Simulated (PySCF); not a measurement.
Consider C3H8FSi3 (doublet).

The calculation's input:

```
{"job": {"kind": "epr", "basis": "pcH-1"}, "charge": 0, "multiplicity": 2}
F      3.238072    -0.668270     1.661331
C      3.248134    -0.043059     0.429801
C      1.904047     0.105644    -0.094505
C      0.773438     0.219061    -0.493410
Si    -0.986317     0.304407    -1.086903
Si    -1.728582     2.330921    -0.330683
Si    -1.937200    -1.752704    -0.548085
H      3.860716    -0.665760    -0.234746
H      3.723237     0.935327     0.576574
H     -0.834246     0.422238    -2.557860
H     -3.082896     2.761339    -0.702106
H     -1.596627     2.676891     1.087768
H     -1.203228    -2.938646    -0.996791
H     -3.278586    -1.820145    -1.141941
H     -2.104376    -1.859253     0.903988
```

Launched as:

```sh
OMP_NUM_THREADS=1 python probes_run.py task.json out
```

Geometry: GFN2-xTB.

All numbers below come from PySCF, UKS B3LYP, pcH-1 on C F H Si, non-relativistic, mean-field spin-orbit, GIAO.

### What can the converged electron density, electron localisation function and spin density tell about the bonding?

C–C (1.20 Å): the density is about 2.4 e/Å³ at the midpoint; the ELF peaks at about 0.90 between the atoms; a short, multiple covalent bond.
C–Si (1.86 Å): ρ at the midpoint is about 0.72 e/Å³, with its minimum of 0.64 e/Å³ about 1.1 Å from C; the ELF peaks at about 0.95 between the atoms (localised, covalent bonding).
Si–Si (2.33 Å): ρ at the midpoint is about 0.59 e/Å³; the ELF peaks at about 1 between the atoms, as expected for a shared electron pair.
The unpaired spin (1 electron) lies mostly on Si6 (about 0.8) and Si5 (about 0.1), in electrons by Hirshfeld's partition.

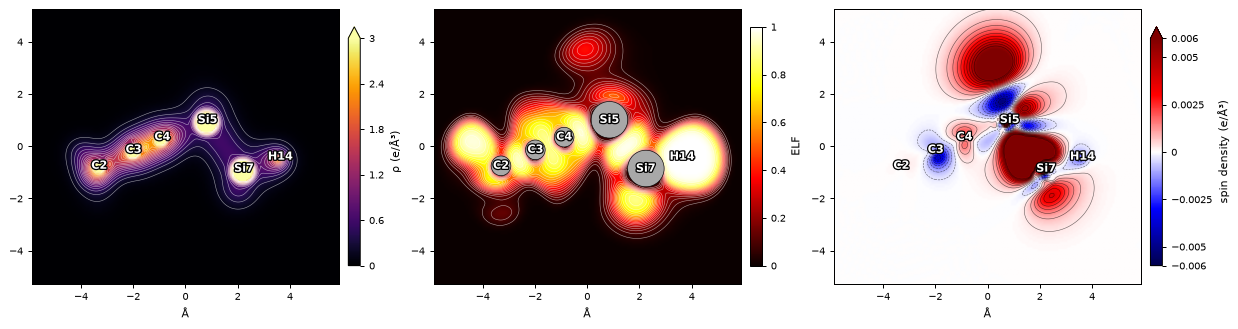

Computed electron density, electron localisation function and spin density on the plane of atoms C4, Si5 and Si7, in this order. Grey discs cover the atomic cores in the ELF map. 
